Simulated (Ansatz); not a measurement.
# AlClH5N: two geometries relaxed, part 2 of 2

Aim: relax the geometries before and after the reaction (ligand exchange), and see whether they are two minima and how far apart in energy. Meant to form: Al1–Cl7, H8–N2; to break: Al1–N2, H8–Cl7. The start is a guess near the saddle point, from which both ends are pulled out.

Ansatz 0.2.0; RKS PBE-D4/def2-SVP. The steps go on from the part before.

**4. Pulling towards end B**

Springs on the bonds that form and break draw the guess towards this end; the thresholds are loose.

Contents of input.yaml:

```yaml
crystal:
  periodic: [false, false, false]
  atoms:
    - { symbol: Al, position_ang: [0.0, 0.0, 0.0] }
    - { symbol: "N", position_ang: [0.0, 0.0, 2.27] }
    - { symbol: H, position_ang: [-0.877, -0.2713, 2.8] }
    - { symbol: H, position_ang: [0.877, 0.2713, 2.8] }
    - { symbol: H, position_ang: [1.351, 0.0, -0.78] }
    - { symbol: H, position_ang: [-1.351, 0.0, -0.78] }
    - { symbol: Cl, position_ang: [-0.3164, 2.38, 0.7978] }
    - { symbol: H, position_ang: [-0.1701, 1.2795, 2.0062] }
basis:
  gaussian: { orbitals: def2-SVP }
hamiltonian:
  xc: pbe
  dispersion: d4
relax:
  f_tol: 0.15
  max_steps: 25
  restrain:
    - { distance: [0, 6], at: 2.23, k: 30.0 }
    - { distance: [7, 1], at: 1.06, k: 30.0 }
    - { distance: [0, 1], at: 3.12, k: 30.0 }
    - { distance: [7, 6], at: 2.57, k: 30.0 }
```

Run with:

```bash
> ansatz run input.yaml --threads 1 --pin off --max-ram 2048MiB --backend cpu --events-out ev --progress --plain --runs-dir out
```

Standard output:

```text
Warning: RAYON_NUM_THREADS=1 ignored (pool sized by the plan → 1); use --threads N
The last accepted step is kept in <dir> (removed where the run ends without a failure and the disk answers)
Engine: ansatz 0.2.0, x86_64-unknown-linux-gnu
Functional definition: PBE
  parameter kappa = 0.804
  parameter beta = 0.06672455060314922
  exchange = pbe_x(kappa = kappa, mu = beta*pi^2/3)
  correlation = pbe_c(beta = beta)
850 factors; their error is unknown
mean field evaluation 1: about -20666.7319 eV, gradient 5.5e1 eV
mean field evaluation 2: about -20640.7290 eV, gradient 1.1e2 eV
mean field evaluation 4: about -20673.3373 eV, gradient 6.1e0 eV
mean field evaluation 8: about -20673.4530 eV, gradient 3.0e-1 eV
mean field evaluation 16: about -20673.4073 eV, gradient 1.2e-4 eV
mean field -20673.40726276 eV, -759.7337039677 hartree, gradient 2.6e-5 eV, S^2 0.000000; 0 other end points of the search recorded, 0 dependent functions left out
the calculation of the forces begins
reference -20673.40730096 eV, -759.7337053713 hartree; 21, 21 occupied and 54, 54 virtual orbitals, 850 factors
relax step   1: F+E_penalty+E_count = -20673.54354880 eV  Δ(F+E_penalty+E_count) = +0.000e0 eV  max|allowed force component| = 2.379e0 eV/Å  E_restraint = 26.12864612 eV  max|allowed force component, restraints' pulls added| = 2.839e1 eV/Å  Δτ_max = 0.0000 Å  (26 SCF iters, accepted)
  distance Al 0 - Cl 6 = 2.5300 Å
  distance H 7 - N 1 = 1.3174 Å
  distance Al 0 - N 1 = 2.2700 Å
  distance H 7 - Cl 6 = 1.6410 Å
these checks for a lower state are left out or cut short: starts, cluster_reference, orbital_swaps, neighbouring_geometries, increment
850 factors; their error is unknown
mean field -20673.59783469 eV, -759.7407073568 hartree, gradient 8.5e-6 eV, S^2 0.000000; 0 other end points of the search recorded, 0 dependent functions left out
the calculation of the forces begins
reference -20673.59787319 eV, -759.7407087717 hartree; 21, 21 occupied and 54, 54 virtual orbitals, 850 factors
relax step   2: F+E_penalty+E_count = -20673.72934055 eV  Δ(F+E_penalty+E_count) = -1.858e-1 eV  max|allowed force component| = 3.811e0 eV/Å  E_restraint = 10.95686172 eV  max|allowed force component, restraints' pulls added| = 1.627e1 eV/Å  Δτ_max = 0.1950 Å  (32 SCF iters, accepted)
  distance Al 0 - Cl 6 = 2.4573 Å
  distance H 7 - N 1 = 1.1556 Å
  distance Al 0 - N 1 = 2.5455 Å
  distance H 7 - Cl 6 = 1.9872 Å
these checks for a lower state are left out or cut short: starts, cluster_reference, orbital_swaps, neighbouring_geometries, increment
850 factors; their error is unknown
mean field evaluation 32: about -20673.7239 eV, gradient 8.6e-4 eV
mean field -20673.72387302 eV, -759.7453391802 hartree, gradient 5.8e-6 eV, S^2 0.000000; 0 other end points of the search recorded, 0 dependent functions left out
the calculation of the forces begins
reference -20673.72391202 eV, -759.7453406135 hartree; 21, 21 occupied and 54, 54 virtual orbitals, 850 factors
relax step   3: F+E_penalty+E_count = -20673.85114063 eV  Δ(F+E_penalty+E_count) = -1.218e-1 eV  max|allowed force component| = 3.478e0 eV/Å  E_restraint = 2.70300947 eV  max|allowed force component, restraints' pulls added| = 7.419e0 eV/Å  Δτ_max = 0.1949 Å  (33 SCF iters, accepted)
  distance Al 0 - Cl 6 = 2.3361 Å
  distance H 7 - N 1 = 1.0142 Å
  distance Al 0 - N 1 = 2.8003 Å
  distance H 7 - Cl 6 = 2.3157 Å
these checks for a lower state are left out or cut short: starts, cluster_reference, orbital_swaps, neighbouring_geometries, increment
850 factors; their error is unknown
mean field -20674.02081604 eV, -759.7562516348 hartree, gradient 1.8e-5 eV, S^2 0.000000; 0 other end points of the search recorded, 0 dependent functions left out
the calculation of the forces begins
reference -20674.02085585 eV, -759.7562530979 hartree; 21, 21 occupied and 54, 54 virtual orbitals, 850 factors
relax step   4: F+E_penalty+E_count = -20674.14218350 eV  Δ(F+E_penalty+E_count) = -2.910e-1 eV  max|allowed force component| = 2.705e0 eV/Å  E_restraint = 0.19047294 eV  max|allowed force component, restraints' pulls added| = 1.672e0 eV/Å  Δτ_max = 0.1948 Å  (27 SCF iters, accepted)
  distance Al 0 - Cl 6 = 2.2263 Å
  distance H 7 - N 1 = 1.0410 Å
  distance Al 0 - N 1 = 3.0220 Å
  distance H 7 - Cl 6 = 2.5180 Å
these checks for a lower state are left out or cut short: starts, cluster_reference, orbital_swaps, neighbouring_geometries, increment
850 factors; their error is unknown
mean field -20674.21651127 eV, -759.7634433020 hartree, gradient 1.7e-5 eV, S^2 0.000000; 0 other end points of the search recorded, 0 dependent functions left out
the calculation of the forces begins
reference -20674.21655140 eV, -759.7634447768 hartree; 21, 21 occupied and 54, 54 virtual orbitals, 850 factors
relax step   5: F+E_penalty+E_count = -20674.33827976 eV  Δ(F+E_penalty+E_count) = -1.961e-1 eV  max|allowed force component| = 2.295e0 eV/Å  E_restraint = 0.07976044 eV  max|allowed force component, restraints' pulls added| = 1.726e0 eV/Å  Δτ_max = 0.2000 Å  (26 SCF iters, accepted)
  distance Al 0 - Cl 6 = 2.2211 Å
  distance H 7 - N 1 = 1.0472 Å
  distance Al 0 - N 1 = 3.0513 Å
  distance H 7 - Cl 6 = 2.5513 Å
these checks for a lower state are left out or cut short: starts, cluster_reference, orbital_swaps, neighbouring_geometries, increment
850 factors; their error is unknown
mean field -20674.40083139 eV, -759.7702169415 hartree, gradient 1.8e-5 eV, S^2 0.000000; 0 other end points of the search recorded, 0 dependent functions left out
the calculation of the forces begins
reference -20674.40087185 eV, -759.7702184283 hartree; 21, 21 occupied and 54, 54 virtual orbitals, 850 factors
relax step   6: F+E_penalty+E_count = -20674.51851412 eV  Δ(F+E_penalty+E_count) = -1.802e-1 eV  max|allowed force component| = 1.598e0 eV/Å  E_restraint = 0.03854035 eV  max|allowed force component, restraints' pulls added| = 1.692e0 eV/Å  Δτ_max = 0.1910 Å  (26 SCF iters, accepted)
  distance Al 0 - Cl 6 = 2.2229 Å
  distance H 7 - N 1 = 1.0716 Å
  distance Al 0 - N 1 = 3.0732 Å
  distance H 7 - Cl 6 = 2.5841 Å
these checks for a lower state are left out or cut short: starts, cluster_reference, orbital_swaps, neighbouring_geometries, increment
850 factors; their error is unknown
mean field -20674.52845149 eV, -759.7749068935 hartree, gradient 2.2e-5 eV, S^2 0.000000; 0 other end points of the search recorded, 0 dependent functions left out
the calculation of the forces begins
reference -20674.52849229 eV, -759.7749083931 hartree; 21, 21 occupied and 54, 54 virtual orbitals, 850 factors
relax step   7: F+E_penalty+E_count = -20674.64704393 eV  Δ(F+E_penalty+E_count) = -1.285e-1 eV  max|allowed force component| = 1.186e0 eV/Å  E_restraint = 0.02793742 eV  max|allowed force component, restraints' pulls added| = 1.663e-1 eV/Å  Δτ_max = 0.1173 Å  (26 SCF iters, accepted)
  distance Al 0 - Cl 6 = 2.2076 Å
  distance H 7 - N 1 = 1.0412 Å
  distance Al 0 - N 1 = 3.0887 Å
  distance H 7 - Cl 6 = 2.5748 Å
these checks for a lower state are left out or cut short: starts, cluster_reference, orbital_swaps, neighbouring_geometries, increment
850 factors; their error is unknown
mean field evaluation 64: about -20674.5804 eV, gradient 9.9e-3 eV
mean field -20674.53645893 eV, -759.7752011614 hartree, gradient 6.2e-6 eV, S^2 0.000000; 0 other end points of the search recorded, 0 dependent functions left out
the calculation of the forces begins
reference -20674.53650009 eV, -759.7752026742 hartree; 21, 21 occupied and 54, 54 virtual orbitals, 850 factors
relax step   8: F+E_penalty+E_count = -20674.65463646 eV  Δ(F+E_penalty+E_count) = -7.593e-3 eV  max|allowed force component| = 1.020e0 eV/Å  E_restraint = 0.02345307 eV  max|allowed force component, restraints' pulls added| = 9.246e-2 eV/Å  Δτ_max = 0.0727 Å  (27 SCF iters, accepted)
  distance Al 0 - Cl 6 = 2.2076 Å
  distance H 7 - N 1 = 1.0435 Å
  distance Al 0 - N 1 = 3.0924 Å
  distance H 7 - Cl 6 = 2.5752 Å
850 factors; their error is unknown
mean field -20674.53645893 eV, -759.7752011614 hartree, gradient 7.3e-6 eV, S^2 0.000000; 1 other end points of the search recorded, 0 dependent functions left out
the calculation of the forces begins
reference -20674.53650009 eV, -759.7752026742 hartree; 21, 21 occupied and 54, 54 virtual orbitals, 850 factors
Total energy: -20674.65467762 eV, -759.7795456183 hartree
Atom 0 at    -0.060259     0.483801    -0.520268 Å, force    -0.061804     0.519711     1.020260 eV/Å
Atom 1 at    -0.032804     0.098553     2.547931 Å, force    -0.064989     0.558526    -0.957511 eV/Å
Atom 2 at    -0.794633    -0.302029     3.105033 Å, force    -0.013532     0.016150     0.031404 eV/Å
Atom 3 at     0.850743    -0.046516     3.047599 Å, force     0.008833     0.000080     0.046233 eV/Å
Atom 4 at     1.411018     0.015704    -0.897015 Å, force     0.017669    -0.006510     0.000112 eV/Å
Atom 5 at    -1.416865    -0.242346    -0.919407 Å, force    -0.009381    -0.010932     0.001852 eV/Å
Atom 6 at    -0.255794     2.526030     0.294822 Å, force     0.052734    -0.533543    -0.356901 eV/Å
Atom 7 at    -0.187906     1.126304     2.455306 Å, force     0.070469    -0.543482     0.214550 eV/Å
Dipole moment:     0.029746    -0.278606     0.486318 e Å
```

It took 13 s on 1 thread of AMD EPYC 7B13 (Zen 3), shared host; peak memory 0.15 GiB.

Relaxation path:

```
step  energy from step 1 (eV)  largest force component (eV/Å)
   1                   0.0000                          2.3793
   2                  -0.1858                          3.8107
   3                  -0.3076                          3.4784
   4                  -0.5986                          2.7052
   5                  -0.7947                          2.2949
   6                  -0.9750                          1.5977
   7                  -1.1035                          1.1857
   8                  -1.1111                          1.0203
```

Step 1 is the start. Energies and forces in the table leave out the springs, which the log lists apart; the run stops on the force with the springs' pull added.

After: Bond lengths: N2–H3 1.025 Å, N2–H4 1.025 Å, Al1–H5 1.589 Å, Al1–H6 1.590 Å, Al1–Cl7 2.208 Å, N2–H8 1.044 Å. Angles: H3–N2–H4 108.7°, H3–N2–H8 108.8°, H4–N2–H8 108.1°, H5–Al1–H6 126.6°, H5–Al1–Cl7 116.2°, H6–Al1–Cl7 116.1°.

Pairs that crossed the distance rule for bonds on the way: came closer N2–H8; moved apart Al1–N2.

**5. Relaxing end B**

It starts where the restrained run ended.

Contents of input.yaml:

```yaml
crystal:
  periodic: [false, false, false]
  atoms:
    - { symbol: Al, position_ang: [-0.060259, 0.483801, -0.520268] }
    - { symbol: "N", position_ang: [-0.032804, 0.098553, 2.547931] }
    - { symbol: H, position_ang: [-0.794633, -0.302029, 3.105033] }
    - { symbol: H, position_ang: [0.850743, -0.046516, 3.047599] }
    - { symbol: H, position_ang: [1.411018, 0.015704, -0.897015] }
    - { symbol: H, position_ang: [-1.416865, -0.242346, -0.919407] }
    - { symbol: Cl, position_ang: [-0.255794, 2.52603, 0.294822] }
    - { symbol: H, position_ang: [-0.187906, 1.126304, 2.455306] }
basis:
  gaussian: { orbitals: def2-SVP }
hamiltonian:
  xc: pbe
  dispersion: d4
relax:
  f_tol: 0.03
  max_steps: 50
```

Run with:

```bash
> ansatz run input.yaml --threads 1 --pin off --max-ram 2048MiB --backend cpu --events-out ev --progress --plain --runs-dir out
```

Standard output (excerpt; [...] marks lines left out):

```text
Warning: RAYON_NUM_THREADS=1 ignored (pool sized by the plan → 1); use --threads N
[...]
[... 1 set-up line as earlier in the session ...]
[...]
850 factors; their error is unknown
[...]
mean field -20674.53644935 eV, -759.7752008096 hartree, gradient 1.4e-5 eV, S^2 0.000000; 0 other end points of the search recorded, 0 dependent functions left out
[...]
reference -20674.53649002 eV, -759.7752023041 hartree; 21, 21 occupied and 54, 54 virtual orbitals, 850 factors
relax step   1: F+E_penalty+E_count = -20674.65462688 eV  Δ(F+E_penalty+E_count) = +0.000e0 eV  max|allowed force component| = 1.020e0 eV/Å  Δτ_max = 0.0000 Å  (25 SCF iters, accepted)
[...]
relax step   3: F+E_penalty+E_count = -20675.32412816 eV  Δ(F+E_penalty+E_count) = -3.820e-1 eV  max|allowed force component| = 8.221e-1 eV/Å  Δτ_max = 0.1999 Å  (26 SCF iters, accepted)
[...]
reference -20675.48991719 eV, -759.8102401064 hartree; 21, 21 occupied and 54, 54 virtual orbitals, 850 factors
Total energy: -20675.62448135 eV, -759.8151852479 hartree
Atom 0 at    -0.061394     0.492441     0.059609 Å, force     0.000004     0.008624     0.003095 eV/Å
Atom 1 at    -0.039702     0.217718     2.122222 Å, force     0.000273    -0.004539     0.002619 eV/Å
Atom 2 at    -0.790833    -0.393341     2.473525 Å, force     0.001736     0.002098    -0.001196 eV/Å
Atom 3 at     0.854723    -0.142974     2.484071 Å, force    -0.002655     0.000884    -0.001237 eV/Å
Atom 4 at     1.397907    -0.030070    -0.354959 Å, force    -0.004528    -0.000413     0.000147 eV/Å
Atom 5 at    -1.393506    -0.297649    -0.359603 Å, force     0.004471    -0.000019     0.001108 eV/Å
Atom 6 at    -0.270017     2.656292     0.163078 Å, force     0.000413    -0.006696     0.000217 eV/Å
Atom 7 at    -0.183678     1.157083     2.526058 Å, force     0.000287     0.000061    -0.004754 eV/Å
Dipole moment:     0.046133    -0.494249     1.127682 e Å
```

Wall time 15 s (1 thread of AMD EPYC 7B13 (Zen 3), shared host); peak memory 0.15 GiB.

Step by step:

```
step  energy from step 1 (eV)  largest force component (eV/Å)
   1                   0.0000                          1.0203
   2                  -0.2875                          0.7784
   3                  -0.6695                          0.8221
   4                  -0.9007                          0.6092
   5                  -0.9138                          1.3271
   6                  -0.9653                          0.2363
   7                  -0.9685                          0.0786
   8                  -0.9695                          0.0833
   9                  -0.9698                          0.0086
```

Step 1 is the start.

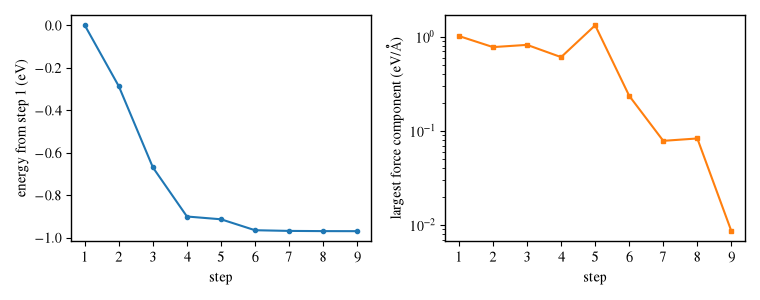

Energy and largest force along the relaxation.

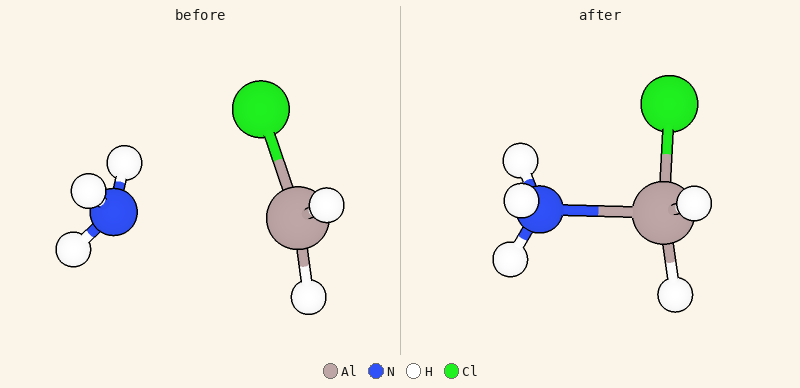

The structure before (left) and after (right), drawn at the same scale.

After: Bond lengths: Al1–N2 2.081 Å, N2–H3 1.030 Å, N2–H4 1.030 Å, Al1–H5 1.605 Å, Al1–H6 1.605 Å, Al1–Cl7 2.176 Å, N2–H8 1.033 Å. Angles: Al1–N2–H3 114.1°, Al1–N2–H4 113.8°, Al1–N2–H8 105.4°, H3–N2–H4 107.8°, H3–N2–H8 107.7°, H4–N2–H8 107.6°, N2–Al1–H5 101.7°, N2–Al1–H6 101.7°, N2–Al1–Cl7 94.9°, H5–Al1–H6 121.8°, H5–Al1–Cl7 115.0°, H6–Al1–Cl7 115.0°.

Pairs that crossed the distance rule for bonds on the way: came closer Al1–N2.

**6. What came out**

This closing draws on all 2 parts.

| quantity | value |
| --- | --- |
| end A | 12 moves, 1.933 eV lower |
| end B | 8 moves, 0.970 eV lower |
| largest difference between the ends | 0.02 Å |
| end B relative to end A | -0.000 eV |

In words: Both starts fell into the same minimum (no atom differs by more than 0.02 Å), so from this start no second minimum was found and no band was run; another arrangement could still be one.
